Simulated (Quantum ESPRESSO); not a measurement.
# E(q) of MnSe from supercells

Aim: the energy of flat spin spirals of MnSe that close within a few cells.

Method: LDA; plane waves with GBRV 1.5 LDA potentials, no spin-orbit coupling, flat spiral in a supercell, in Quantum ESPRESSO 7.5.

The database entry behind the starting cell differs from later determinations by our own check (about 0.4 % short), so it need not match the best structure at ambient conditions.

### Step 1. Set-up

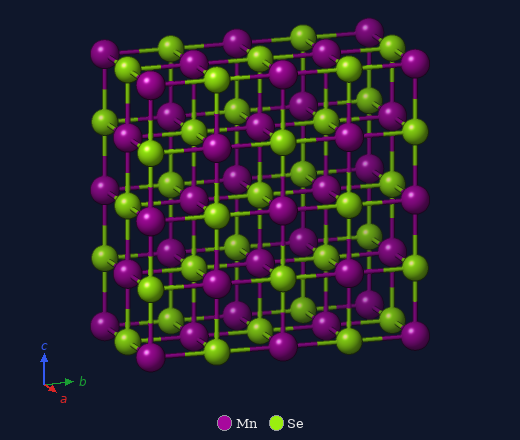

The cell as given, slightly off an axis (manganese purple, selenium green). 1×2×2 cells are drawn. This picture shows the conventional cell, with its axes. Some periodic images of atoms are drawn too.

The cell comes from the Crystallography Open Database.

### Step 2. Parallel moments, one cell

pw.in

```
&CONTROL
  calculation = 'scf'
  prefix = 'pwscf'
  outdir = './tmp'
  pseudo_dir = './pseudo'
  disk_io = 'nowf'
/
&SYSTEM
  ibrav = 0
  celldm(1) = 8
  nat = 2
  ntyp = 2
  ecutwfc = 34
  ecutrho = 238
  nbnd = 34
  occupations = 'smearing'
  smearing = 'fd'
  degauss = 0.00367493
  noncolin = .true.
  starting_magnetization(1) = 0.3
  angle1(1) = 90
  angle2(1) = 0
  starting_magnetization(2) = 0
/
&ELECTRONS
  conv_thr = 4d-09
  electron_maxstep = 150
  mixing_beta = 0.3
/
ATOMIC_SPECIES
Mn     54.9380 mn_lda_v1.5.uspp.F.UPF
Se     78.9710 se_lda_v1.uspp.F.UPF
CELL_PARAMETERS alat
   0.0000000000000    0.6425068823728    0.6425068823728
   0.6425068823728    0.0000000000000    0.6425068823728
   0.6425068823728    0.6425068823728    0.0000000000000
ATOMIC_POSITIONS crystal
Mn      0.0000000000    0.0000000000    0.0000000000
Se      0.5000000000    0.5000000000    0.5000000000
K_POINTS automatic
12 6 6 0 0 0
```

Command:

```
$ OMP_NUM_THREADS=1 mpirun -n 2 pw.x -nk 2 -in pw.in > pw.out
```

The program printed:

```text
Program PWSCF v.7.5 starts

     Message from routine setup:
     using ibrav=0 with symmetry is DISCOURAGED, use correct ibrav instead

     K-points division:     npool     =       2
     Subspace diagonalization in iterative solution of the eigenvalue problem:

     G-vector sticks info
     --------------------
     sticks:   dense  smooth     PW     G-vecs:    dense   smooth      PW
     Sum         859     499    163                16865     7391    1363

     Using Slab Decomposition

     bravais-lattice index     =            0
     lattice parameter (alat)  =       8.0000  a.u.
     unit-cell volume          =     271.6022 (a.u.)^3
     number of atoms/cell      =            2
     number of atomic types    =            2
     number of electrons       =        21.00
     number of Kohn-Sham states=           34
     kinetic-energy cutoff     =      34.0000  Ry
     charge density cutoff     =     238.0000  Ry
     scf convergence threshold =      4.0E-09
     mixing beta               =       0.3000
     number of iterations used =            8  plain     mixing
     Exchange-correlation= SLA  PZ   NOGX NOGC
                           (   1   1   0   0   0   0   0)
     Noncollinear calculation without spin-orbit

     celldm(1)=   8.000000  celldm(2)=   0.000000  celldm(3)=   0.000000
     celldm(4)=   0.000000  celldm(5)=   0.000000  celldm(6)=   0.000000

     crystal axes: (cart. coord. in units of alat)
               a(1) = (   0.000000   0.642507   0.642507 )
               a(2) = (   0.642507   0.000000   0.642507 )
               a(3) = (   0.642507   0.642507   0.000000 )

     reciprocal axes: (cart. coord. in units 2 pi/alat)
               b(1) = ( -0.778202  0.778202  0.778202 )
               b(2) = (  0.778202 -0.778202  0.778202 )
               b(3) = (  0.778202  0.778202 -0.778202 )

     PseudoPot. # 1 for Mn read from file:
     mn_lda_v1.5.uspp.F.UPF
     Pseudo is Ultrasoft + core correction, Zval = 15.0
     Generated by new atomic code, or converted to UPF format
     Using radial grid of  859 points,  6 beta functions with:
                l(1) =   0
                l(2) =   0
                l(3) =   1
                l(4) =   1
                l(5) =   2
                l(6) =   2
     Q(r) pseudized with  8 coefficients,  rinner =    0.950   0.950   0.950
                                                       0.950   0.950

     PseudoPot. # 2 for Se read from file:
     se_lda_v1.uspp.F.UPF
     Pseudo is Ultrasoft + core correction, Zval =  6.0
     Generated by new atomic code, or converted to UPF format
     Using radial grid of  877 points,  6 beta functions with:
                l(1) =   0
                l(2) =   0
                l(3) =   1
                l(4) =   1
                l(5) =   2
                l(6) =   2
     Q(r) pseudized with  8 coefficients,  rinner =    1.300   1.300   1.300
                                                       1.300   1.300

     atomic species   valence    mass     pseudopotential
     Mn               15.00    54.93800     Mn( 1.00)
     Se                6.00    78.97100     Se( 1.00)

     16 Sym. Ops., with inversion, found

   Cartesian axes

     site n.     atom                  positions (alat units)
         1        Mn     tau(   1) = (   0.0000000   0.0000000   0.0000000  )
         2        Se     tau(   2) = (   0.6425069   0.6425069   0.6425069  )

     number of k points=    93  Fermi-Dirac smearing, width (Ry)=  0.0037
                       cart. coord. in units 2pi/alat
        k(    1) = (   0.0000000   0.0000000   0.0000000), wk =   0.0023148
        k(    2) = (   0.1297003   0.1297003  -0.1297003), wk =   0.0185185
        k(    3) = (   0.2594006   0.2594006  -0.2594006), wk =   0.0185185
        k(    4) = (  -0.3891009  -0.3891009   0.3891009), wk =   0.0092593
        k(    5) = (   0.2594006   0.0000000  -0.0000000), wk =   0.0046296
        [... 88 further k-points ...]

     Dense  grid:    16865 G-vectors     FFT dimensions: (  36,  36,  36)

     Smooth grid:     7391 G-vectors     FFT dimensions: (  27,  27,  27)

     Check: negative core charge=   -0.000017
     Generating pointlists ...
     new r_m :   0.2650 (alat units)  2.1203 (a.u.) for type    1
     new r_m :   0.2650 (alat units)  2.1203 (a.u.) for type    2

     Initial potential from superposition of free atoms

     starting charge      20.4999, renormalised to      21.0000

 ==============================================================================
     atom number    1 relative position :    0.0000   0.0000   0.0000
     charge :    13.653551  (integrated on a sphere of radius 0.265)
     magnetization :          4.027643    0.000000    0.000000
     magnetization/charge:    0.294989    0.000000    0.000000
     polar coord.: r, theta, phi [deg] :     4.027643   90.000000    0.000000

 ==============================================================================

 ==============================================================================
     atom number    2 relative position :    0.6425   0.6425   0.6425
     charge :     4.252873  (integrated on a sphere of radius 0.265)
     magnetization :          0.057091    0.000000    0.000000
     magnetization/charge:    0.013424    0.000000    0.000000
     polar coord.: r, theta, phi [deg] :     0.057091   90.000000    0.000000

 ==============================================================================
     Starting wfcs are   34 randomized atomic wfcs

     Self-consistent Calculation

     iteration #  1     ecut=    34.00 Ry     beta= 0.30
     Davidson diagonalization with overlap
     ethr =  1.00E-02,  avg # of iterations =  4.1

     total energy              =    -254.22724780 Ry
     estimated scf accuracy    <       0.61788613 Ry

     total magnetization       =     4.51    -0.00     0.00 Bohr mag/cell
     absolute magnetization    =     4.51 Bohr mag/cell

     iteration #  2     ecut=    34.00 Ry     beta= 0.30
     Davidson diagonalization with overlap
     ethr =  2.94E-03,  avg # of iterations =  2.2

     total energy              =    -254.36469882 Ry
     estimated scf accuracy    <       0.05786094 Ry

     total magnetization       =     4.35    -0.00     0.00 Bohr mag/cell
     absolute magnetization    =     4.35 Bohr mag/cell

     iteration #  3     ecut=    34.00 Ry     beta= 0.30
     Davidson diagonalization with overlap
     ethr =  2.76E-04,  avg # of iterations =  2.2

     total energy              =    -254.37617354 Ry
     estimated scf accuracy    <       0.00734027 Ry

     total magnetization       =     4.54    -0.00     0.00 Bohr mag/cell
     absolute magnetization    =     4.54 Bohr mag/cell

     [... further iterations left out ...]

     iteration #  7     ecut=    34.00 Ry     beta= 0.30
     Davidson diagonalization with overlap
     ethr =  4.57E-08,  avg # of iterations =  2.8

     total energy              =    -254.37758650 Ry
     estimated scf accuracy    <       0.00000048 Ry

     total magnetization       =     4.54     0.00    -0.00 Bohr mag/cell
     absolute magnetization    =     4.54 Bohr mag/cell

     iteration #  8     ecut=    34.00 Ry     beta= 0.30
     Davidson diagonalization with overlap
     ethr =  2.27E-09,  avg # of iterations =  4.7

     total energy              =    -254.37758680 Ry
     estimated scf accuracy    <       0.00000008 Ry

     total magnetization       =     4.54     0.00    -0.00 Bohr mag/cell
     absolute magnetization    =     4.54 Bohr mag/cell

     iteration #  9     ecut=    34.00 Ry     beta= 0.30
     Davidson diagonalization with overlap
     ethr =  3.75E-10,  avg # of iterations =  2.9

     total energy              =    -254.37758682 Ry
     estimated scf accuracy    <          8.1E-09 Ry

     total magnetization       =     4.54     0.00     0.00 Bohr mag/cell
     absolute magnetization    =     4.54 Bohr mag/cell

     iteration # 10     ecut=    34.00 Ry     beta= 0.30
     Davidson diagonalization with overlap
     ethr =  3.85E-11,  avg # of iterations =  3.5

 ==============================================================================
     atom number    1 relative position :    0.0000   0.0000   0.0000
     charge :    13.393547  (integrated on a sphere of radius 0.265)
     magnetization :          4.122453    0.000000    0.000000
     magnetization/charge:    0.307794    0.000000    0.000000
     polar coord.: r, theta, phi [deg] :     4.122453   90.000000    0.000000

 ==============================================================================

 ==============================================================================
     atom number    2 relative position :    0.6425   0.6425   0.6425
     charge :     4.326021  (integrated on a sphere of radius 0.265)
     magnetization :          0.097865   -0.000000    0.000000
     magnetization/charge:    0.022622   -0.000000    0.000000
     polar coord.: r, theta, phi [deg] :     0.097865   90.000000   -0.000000

 ==============================================================================

     End of self-consistent calculation

     [... lines left out ...]
     the Fermi energy is     9.3174 ev

!    total energy              =    -254.37758683 Ry
     estimated scf accuracy    <          1.7E-10 Ry
     smearing contrib. (-TS)   =      -0.00076351 Ry
     internal energy E=F+TS    =    -254.37682332 Ry

     The total energy is F=E-TS. E is the sum of the following terms:
     one-electron contribution =    -140.73010519 Ry
     hartree contribution      =      77.45519907 Ry
     xc contribution           =     -55.61689758 Ry
     ewald contribution        =    -135.48501961 Ry

     total magnetization       =     4.54    -0.00     0.00 Bohr mag/cell
     absolute magnetization    =     4.54 Bohr mag/cell

     convergence has been achieved in  10 iterations

=------------------------------------------------------------------------------=
   JOB DONE.
=------------------------------------------------------------------------------=
```

Wall time 22 s (2 MPI ranks of AMD EPYC 9R45, shared host); peak memory 0.29 GiB.

Spin moment in the atom's sphere by atom:

| atom | x (μB) | y (μB) | z (μB) | size |
| --- | --- | --- | --- | --- |
| Mn1 | 4.12 | 0.00 | 0.00 | 4.12 |
| Se2 | 0.10 | 0.00 | 0.00 | 0.10 |

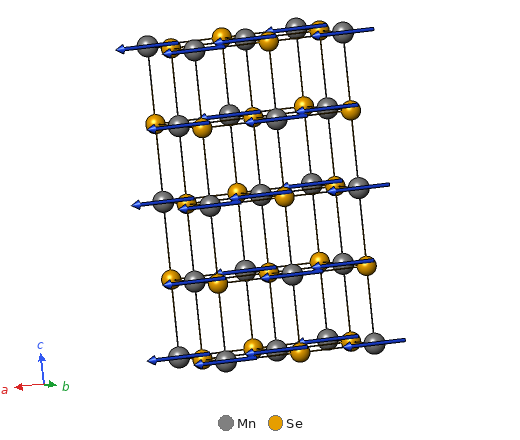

Spin moment in the atom's sphere as arrows, the longest 4.12 μB. 1×1×2 conventional cells are drawn. Some periodic images of atoms are drawn too.

This step gave:

```
smearing term TS       : 0.01039 eV
magnetization          : 4.538, 0, 0 μB
absolute magnetization : 4.538 μB
final state            : ferromagnetic
```

### Step 3. One turn in 2 cells along the input cell's a

Neighbouring cells are turned by 180° in the xy plane; the cell holds 4 atoms.

pw.in

```
&CONTROL
  calculation = 'scf'
  prefix = 'pwscf'
  outdir = './tmp'
  pseudo_dir = './pseudo'
  disk_io = 'nowf'
/
&SYSTEM
  ibrav = 0
  celldm(1) = 8
  nat = 4
  ntyp = 4
  ecutwfc = 34
  ecutrho = 238
  nbnd = 60
  occupations = 'smearing'
  smearing = 'fd'
  degauss = 0.00367493
  noncolin = .true.
  starting_magnetization(1) = 0.3
  angle1(1) = 90
  angle2(1) = 0
  starting_magnetization(2) = 0.3
  angle1(2) = 90
  angle2(2) = 180
  starting_magnetization(3) = 0
  starting_magnetization(4) = 0
/
&ELECTRONS
  conv_thr = 8d-09
  electron_maxstep = 150
  mixing_beta = 0.3
/
ATOMIC_SPECIES
Mn1    54.9380 mn_lda_v1.5.uspp.F.UPF
Mn2    54.9380 mn_lda_v1.5.uspp.F.UPF
Se1    78.9710 se_lda_v1.uspp.F.UPF
Se2    78.9710 se_lda_v1.uspp.F.UPF
CELL_PARAMETERS alat
   0.0000000000000    1.2850137647455    1.2850137647455
   0.6425068823728    0.0000000000000    0.6425068823728
   0.6425068823728    0.6425068823728    0.0000000000000
ATOMIC_POSITIONS crystal
Mn1     0.0000000000    0.0000000000    0.0000000000
Mn2     0.5000000000    0.0000000000    0.0000000000
Se1     0.2500000000    0.5000000000    0.5000000000
Se2     0.7500000000    0.5000000000    0.5000000000
K_POINTS automatic
6 6 6 0 0 0
```

The program printed:

```text
     [... lines left out ...]
Program PWSCF v.7.5 starts
     [... lines left out ...]
     number of atoms/cell      =            4
     [... lines left out ...]
     number of electrons       =        42.00
     number of Kohn-Sham states=           60
     kinetic-energy cutoff     =      34.0000  Ry
     charge density cutoff     =     238.0000  Ry
     scf convergence threshold =      8.0E-09
     [... lines left out ...]
     Noncollinear calculation without spin-orbit
     [... lines left out ...]
      2 Sym. Ops. (no inversion) found
     [... lines left out ...]
     number of k points=   114  Fermi-Dirac smearing, width (Ry)=  0.0037
     [... lines left out ...]
     iteration # 12     ecut=    34.00 Ry     beta= 0.30
     [... lines left out ...]
     atom number    1 relative position :    0.0000   0.0000   0.0000
     [... lines left out ...]
     magnetization :          4.131450    0.000019    0.000019
     [... lines left out ...]
     atom number    2 relative position :    0.0000   0.6425   0.6425
     [... lines left out ...]
     magnetization :         -4.131451    0.000030    0.000030
     [... lines left out ...]
     atom number    3 relative position :    0.6425   0.6425   0.6425
     [... lines left out ...]
     magnetization :          0.000000    0.000001    0.000001
     [... lines left out ...]
     atom number    4 relative position :    0.6425   1.2850   1.2850
     [... lines left out ...]
     magnetization :          0.000000    0.000001    0.000001
     [... lines left out ...]
     the Fermi energy is     9.2449 ev
!    total energy              =    -508.76828217 Ry
     estimated scf accuracy    <          5.9E-09 Ry
     smearing contrib. (-TS)   =      -0.00004816 Ry
     [... lines left out ...]
     total magnetization       =    -0.00     0.00     0.00 Bohr mag/cell
     absolute magnetization    =     8.74 Bohr mag/cell
     convergence has been achieved in  12 iterations
```

It took 2.1 min on 2 MPI ranks; peak memory 0.71 GiB.

Spin moment in the atom's sphere by atom:

| atom | x (μB) | y (μB) | z (μB) | size |
| --- | --- | --- | --- | --- |
| Mn1 | 4.13 | 0.00 | 0.00 | 4.13 |
| Mn2 | -4.13 | 0.00 | 0.00 | 4.13 |
| Se3 | 0.00 | 0.00 | 0.00 | 0.00 |
| Se4 | 0.00 | 0.00 | 0.00 | 0.00 |

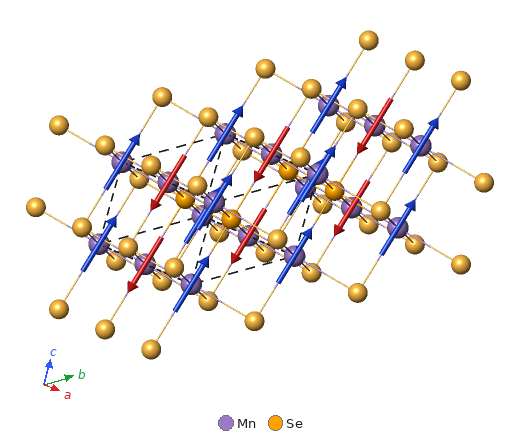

Spin moment in the atom's sphere as arrows, the longest 4.13 μB. The two directions have two colours. 1×2×1 cells are drawn. Some periodic images of atoms are drawn too.

This step gave:

- smearing term TS: 6.55e-4 eV
- magnetization: 0, 0, 0 μB
- absolute magnetization: 8.739 μB
- final state: antiferromagnetic

### Step 4. One turn in 3 cells along the input cell's a

Neighbouring cells are turned by 120° in the xy plane; the cell holds 6 atoms.

pw.in

```
&CONTROL
  calculation = 'scf'
  prefix = 'pwscf'
  outdir = './tmp'
  pseudo_dir = './pseudo'
  disk_io = 'nowf'
/
&SYSTEM
  ibrav = 0
  celldm(1) = 8
  nat = 6
  ntyp = 6
  ecutwfc = 34
  ecutrho = 238
  nbnd = 84
  occupations = 'smearing'
  smearing = 'fd'
  degauss = 0.00367493
  noncolin = .true.
  starting_magnetization(1) = 0.3
  angle1(1) = 90
  angle2(1) = 0
  starting_magnetization(2) = 0.3
  angle1(2) = 90
  angle2(2) = 120
  starting_magnetization(3) = 0.3
  angle1(3) = 90
  angle2(3) = -120
  starting_magnetization(4) = 0
  starting_magnetization(5) = 0
  starting_magnetization(6) = 0
/
&ELECTRONS
  conv_thr = 1.2d-08
  electron_maxstep = 150
  mixing_beta = 0.3
/
ATOMIC_SPECIES
Mn1    54.9380 mn_lda_v1.5.uspp.F.UPF
Mn2    54.9380 mn_lda_v1.5.uspp.F.UPF
Mn3    54.9380 mn_lda_v1.5.uspp.F.UPF
Se1    78.9710 se_lda_v1.uspp.F.UPF
Se2    78.9710 se_lda_v1.uspp.F.UPF
Se3    78.9710 se_lda_v1.uspp.F.UPF
CELL_PARAMETERS alat
   0.0000000000000    1.9275206471183    1.9275206471183
   0.6425068823728    0.0000000000000    0.6425068823728
   0.6425068823728    0.6425068823728    0.0000000000000
ATOMIC_POSITIONS crystal
Mn1     0.0000000000    0.0000000000    0.0000000000
Mn2     0.3333333333    0.0000000000    0.0000000000
Mn3     0.6666666667    0.0000000000    0.0000000000
Se1     0.1666666667    0.5000000000    0.5000000000
Se2     0.5000000000    0.5000000000    0.5000000000
Se3     0.8333333333    0.5000000000    0.5000000000
K_POINTS automatic
4 6 6 0 0 0
```

The program printed:

```text
     [... lines left out ...]
Program PWSCF v.7.5 starts
     [... lines left out ...]
     number of atoms/cell      =            6
     [... lines left out ...]
     number of electrons       =        63.00
     number of Kohn-Sham states=           84
     kinetic-energy cutoff     =      34.0000  Ry
     charge density cutoff     =     238.0000  Ry
     scf convergence threshold =      1.2E-08
     [... lines left out ...]
     Noncollinear calculation without spin-orbit
     [... lines left out ...]
     No symmetry found
     [... lines left out ...]
     number of k points=   144  Fermi-Dirac smearing, width (Ry)=  0.0037
     [... lines left out ...]
     iteration # 13     ecut=    34.00 Ry     beta= 0.30
     [... lines left out ...]
     atom number    1 relative position :    0.0000   0.0000   0.0000
     [... lines left out ...]
     magnetization :          4.137399   -0.000019    0.000105
     [... lines left out ...]
     atom number    2 relative position :    0.0000   0.6425   0.6425
     [... lines left out ...]
     magnetization :         -2.068701    3.583085    0.000117
     [... lines left out ...]
     atom number    3 relative position :    0.0000   1.2850   1.2850
     [... lines left out ...]
     magnetization :         -2.068703   -3.583090    0.000118
     [... lines left out ...]
     atom number    4 relative position :    0.6425   0.6425   0.6425
     [... lines left out ...]
     magnetization :          0.025267    0.043765    0.000004
     [... lines left out ...]
     atom number    5 relative position :    0.6425   1.2850   1.2850
     [... lines left out ...]
     magnetization :         -0.050535    0.000001    0.000004
     [... lines left out ...]
     atom number    6 relative position :    0.6425   1.9275   1.9275
     [... lines left out ...]
     magnetization :          0.025267   -0.043765    0.000004
     [... lines left out ...]
     the Fermi energy is     9.1733 ev
!    total energy              =    -763.14891678 Ry
     estimated scf accuracy    <          4.5E-10 Ry
     smearing contrib. (-TS)   =      -0.00072662 Ry
     [... lines left out ...]
     total magnetization       =    -0.00    -0.00     0.00 Bohr mag/cell
     absolute magnetization    =    13.34 Bohr mag/cell
     convergence has been achieved in  13 iterations
```

It took 6.7 min on 2 MPI ranks; peak memory 1.4 GiB.

(Part 1 of 2 ends here.)

[Logs and program files are shortened in this print: banners, set-up blocks, solver, clock and traceback lines can be left out without a mark of their own.]

[Logs are printed without paths, hosts, clocks, repeated set-up lines and the standing remarks that a program may print on its own settings, such as how far it seeks lower states.]

[Hosts, paths, dates, database ids (printed as entryN), source tags and the programs' standing remarks are cut or masked in the printed files.]

[Where a cell is said to come from a database of computed structures, the database is the Materials Project.]
